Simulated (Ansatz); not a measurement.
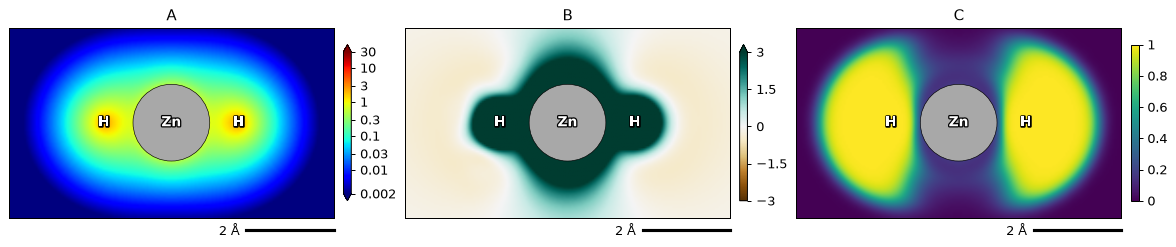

H$_{2}$Zn (SMILES [ZnH2]): 3 fields on a plane that holds the molecular axis, with unlabelled colour scales. Grey discs cover the atomic cores.

Geometry: PBE0-D4/def2-TZVP.

The calculation used RKS PBE0-D4/def2-TZVPP (Ansatz 0.2.0).

Q: The panels show electron density, electron localisation function and electrostatic potential in some order. Assign them.

A: Panel A: electron density. Panel B: electrostatic potential (strongly positive close to the atoms and fading to about zero outside). Panel C: electron localisation function. From the grid: Zn–H (1.54 Å): ρ at the midpoint is about 1.1 e/Å³; the ELF climbs to about 1 towards the hydrogen.
